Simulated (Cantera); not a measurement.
Charge: 1 mol MgSO4, 3.6 mol H2O, a varied amount of H2, held at 1575 K and 100 Torr.

Cantera equilibrium calculation (NASA polynomials, part measured and part estimated; ideal gas, pure solids and liquids). Candidate condensed phases: H2O, H2SO4, Mg, MgO, Mg(OH)2, MgS, MgSO4, S; 26 gas species. The numbers say what is thermodynamically allowed, not how fast it happens.

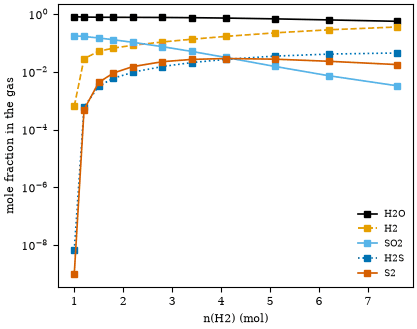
Figure: Equilibrium gas composition (values under 1e-9 drawn at 1e-9)

From 1 mol H2 to 7.6 mol H2 the condensed part is MgO(s). The main Mg-bearing gas is Mg(OH)2 throughout.
